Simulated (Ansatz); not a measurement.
# One shape, several levels: GeH2Cl (SMILES [Cl][GeH2])

We compute a comparison of 6 runs (UB2PLYP/STO-3G, UCAM-B3LYP/STO-3G, USVWN5/STO-3G, UMP2/STO-3G, UBCCD(T)/STO-3G, UCCSD/STO-3G) of GeH2Cl. 

The calculation is run with Ansatz 0.2.0.

57 further runs of the same task are left out: 6 that didn't finish, 51 set aside as unsound or not needed.

## 1. The system as given

GeH2Cl: 4 atoms, total charge 0, spin state doublet. As SMILES, `[Cl][GeH2]`. The H3–Ge2 distance was set to 3.865 Å, away from the relaxed value. At this shape a bond of the SMILES string is far longer than usual.

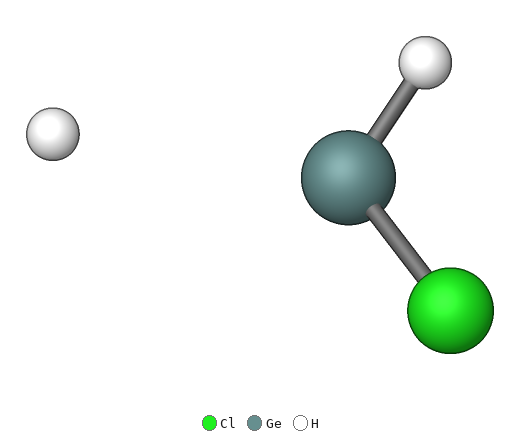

Viewed from a chosen angle; chlorine green, germanium teal, hydrogen white.

## 2. A single-point energy at UB2PLYP/STO-3G (run 1)

Input file molecule.yaml:

```yaml
crystal:
  periodic: [false, false, false]
  atoms:
    - {symbol: Cl, position_ang: [-1.511901, -0.760835, 3.052370]}
    - {symbol: Ge, position_ang: [0.157699, -1.517135, 1.917270]}
    - {symbol: H, position_ang: [0.072700, 0.259600, -1.514200]}
    - {symbol: H, position_ang: [1.434399, -1.179735, 2.721170]}
basis:
  gaussian:
    orbitals: STO-3G
magnetization:
  spin_polarized: true
  initial_magnetization: 1
hamiltonian:
  xc: {name: B2PLYP}
correlation:
  frozen_orbitals: {Cl: 5, Ge: 9, H: 0}
accuracy: high
```

Run with:

```bash
$ ansatz run molecule.yaml --threads 1 --pin off --max-ram 2610MiB --events-out events.jsonl --progress --plain --runs-dir runs
```

What it wrote:

```text
Warning: RAYON_NUM_THREADS=1 ignored (pool sized by the plan → 1); use --threads N
Functional definition: B2PLYP
  name "B2PLYP"
  parameter a = 0.53
  parameter c = 0.27
  exchange = (1 - a)*b88_x + a*exact_x
  correlation = (1 - c)*lyp_c + c*(mp2_os + mp2_ss)
413 factors; integrals over basis functions are off by at most 1.1e-8 eV
mean field evaluation 1: about -68255.9576 eV, gradient 1.5e1 eV
mean field evaluation 2: about -68255.9691 eV, gradient 1.5e1 eV
mean field evaluation 4: about -68265.8840 eV, gradient 5.8e0 eV
mean field evaluation 8: about -68267.1948 eV, gradient 1.6e-1 eV
mean field evaluation 16: about -68267.1957 eV, gradient 1.8e-3 eV
mean field evaluation 32: about -68267.1957 eV, gradient 1.9e-8 eV
mean field evaluation 64: about -68258.5304 eV, gradient 9.3e0 eV
mean field -68267.19568811 eV, -2508.7731683710 hartree, gradient 1.9e-8 eV, S^2 0.751779; 4 other end points of the search recorded, 0 dependent functions left out
14 core orbitals not correlated: weight in the atoms' cores, before any rotation towards them, 1.000 or more for the frozen orbitals, at most 0.000 for the correlated occupied ones
reference -68267.19571132 eV, -2508.7731692238 hartree; 12, 11 occupied and 3, 4 virtual orbitals, 413 factors
second order -1.35707059 eV of doubles, -0.00000000 eV of singles
Total energy: -68267.56212038 eV, -2508.7866345083 hartree
```

Wall time 7.5 s (1 thread of Arm Neoverse V1, shared host); peak memory 0.16 GiB.

## 3. A single-point energy at UCAM-B3LYP/STO-3G (run 2)

Input file run.yaml:

```yaml
crystal:
  periodic: [false, false, false]
  atoms:
    - {symbol: Cl, position_ang: [-1.511901, -0.760835, 3.052370]}
    - {symbol: Ge, position_ang: [0.157699, -1.517135, 1.917270]}
    - {symbol: H, position_ang: [0.072700, 0.259600, -1.514200]}
    - {symbol: H, position_ang: [1.434399, -1.179735, 2.721170]}
basis:
  gaussian:
    orbitals: STO-3G
magnetization:
  spin_polarized: true
  initial_magnetization: 1
hamiltonian:
  xc: {name: CAM-B3LYP}
accuracy: high
```

Run with:

```bash
$ ansatz run run.yaml --threads 1 --pin off --max-ram 2610MiB --events-out events.jsonl --progress --plain --runs-dir runs
```

What it wrote, cut to the lines that bear on the results:

```text
Warning: RAYON_NUM_THREADS=1 ignored (pool sized by the plan → 1); use --threads N
Functional definition: CAM-B3LYP
  name "CAM-B3LYP"
[...]
413 factors; integrals over basis functions are off by at most 1.1e-8 eV
139 factors; integrals over basis functions are off by at most 1.2e-9 eV
[...]
mean field -68281.55060325 eV, -2509.3007017721 hartree, gradient 1.6e-8 eV, S^2 0.750854; 6 other end points of the search recorded, 0 dependent functions left out
reference -68281.55062017 eV, -2509.3007023941 hartree; 26, 25 occupied and 3, 4 virtual orbitals, 413 factors
Total energy: -68281.55062017 eV, -2509.3007023941 hartree
```

Wall time 4.8 s (1 thread of Arm Neoverse V1, shared host); peak memory 0.15 GiB.

Runs 3 to 5 aren't shown in full; the table further down has their settings and results.

## 4. A single-point energy at UCCSD/STO-3G (run 6)

Input file in.yaml:

```yaml
crystal:
  periodic: [false, false, false]
  atoms:
    - {symbol: Cl, position_ang: [-1.511901, -0.760835, 3.052370]}
    - {symbol: Ge, position_ang: [0.157699, -1.517135, 1.917270]}
    - {symbol: H, position_ang: [0.072700, 0.259600, -1.514200]}
    - {symbol: H, position_ang: [1.434399, -1.179735, 2.721170]}
basis:
  gaussian:
    orbitals: STO-3G
magnetization:
  spin_polarized: true
  initial_magnetization: 1
correlation:
  method: ccsd
  frozen_orbitals: {Cl: 5, Ge: 9, H: 0}
accuracy: high
scf:
  omitted_lower_state_checks: [cluster_reference, increment]
```

Run with:

```bash
$ ansatz run in.yaml --threads 1 --pin off --max-ram 2610MiB --events-out events.jsonl --progress --plain --runs-dir runs
```

What it wrote, cut to the lines that bear on the results:

```text
Warning: RAYON_NUM_THREADS=1 ignored (pool sized by the plan → 1); use --threads N
Functional definition: HF
  name "HF"
[...]
413 factors; integrals over basis functions are off by at most 1.1e-8 eV
[...]
mean field -68229.20261645 eV, -2507.3769487399 hartree, gradient 4.0e-8 eV, S^2 0.978263; 8 other end points of the search recorded, 0 dependent functions left out
14 core orbitals not correlated: weight in the atoms' cores, before any rotation towards them, 1.000 or more for the frozen orbitals, at most 0.000 for the correlated occupied ones
reference -68229.20261645 eV, -2507.3769487399 hartree; 12, 11 occupied and 3, 4 virtual orbitals, 413 factors
second order -0.80317089 eV of doubles, -0.00000000 eV of singles
cycle   1  -1.01629114 eV  change   -2.1e-1 eV  update   5.9e-2
[...]
cycle  33  -1.30058925 eV  change  -1.2e-10 eV  update   1.8e-9
Total energy: -68230.50320570 eV, -2507.4247445133 hartree
Checks for a lower state left out: cluster_reference, increment
```

Run time: 1.1 s. Hardware: 1 thread of Arm Neoverse V1, shared host.

## 5. The series

```csv
run,level,frozen core orbitals,energy (Eh),⟨S²⟩,wall time
1,UB2PLYP/STO-3G,14,-2508.786635,0.752,7.5 s
2,UCAM-B3LYP/STO-3G,–,-2509.300702,0.751,4.8 s
3,USVWN5/STO-3G,–,-2504.335864,0.779,2.4 s
4,UMP2/STO-3G,14,-2507.406465,0.978,0.82 s
5,UBCCD(T)/STO-3G,14,-2507.425827,0.978,1.3 s
6,UCCSD/STO-3G,14,-2507.424745,0.978,1.1 s
```

## 6. Results

```
                                           quantity           value
                                run 6: total energy  -2507.42474 Eh
run 6: correlation energy (14 core orbitals frozen)       -47.8 mEh
           run 6: ⟨S²⟩ of the reference determinant           0.978
                               run 6: T1 diagnostic           0.045
```

**Reading.** Totals of different functionals can't be ranked against each other. In runs 1, 2, 3, 4, 5, 6 the basis is minimal, so the values are rough. Spin contamination of the reference: run 4 ⟨S²⟩ = 0.98, run 5 ⟨S²⟩ = 0.98, run 6 ⟨S²⟩ = 0.98. All runs together took 18 s, the longest 7.5 s.
